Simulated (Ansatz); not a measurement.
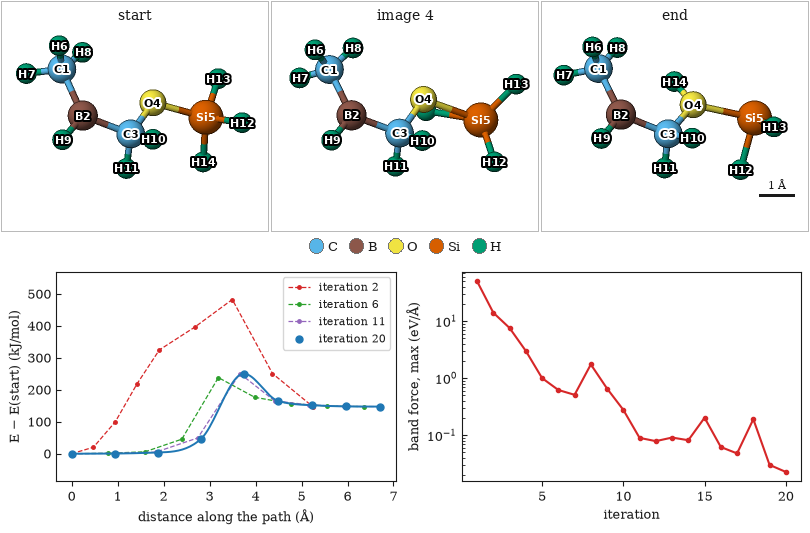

NEB run on C2H9BOSi. Images are numbered from 0 (start) to 8 (end). The plot follows the band through its iterations. Style: ball-and-stick. Shown at a tilt.

Theory: UKS r2SCAN-D4/6-31G in Ansatz. Settings: 7 movable images; climbing image; force threshold 0.03 eV/Å; iteration limit 41; starting path through a guess of the saddle point.

> How did the profile develop, and is the result final?

The run is converged, with reservations. The band converged in 20 iterations. The largest component of the band force went from 50 to 0.023 eV/Å. The climbing image converged on the top of the path. Its vibrational analysis gives 2 imaginary modes over 30i cm⁻¹, so it isn't confirmed as a transition state. The first iteration put the highest image at 1506.2 kJ/mol. Forward barrier 250.5 kJ/mol, backward barrier 103.0 kJ/mol, with image 4 at the top; the reaction energy is +147.5 kJ/mol.
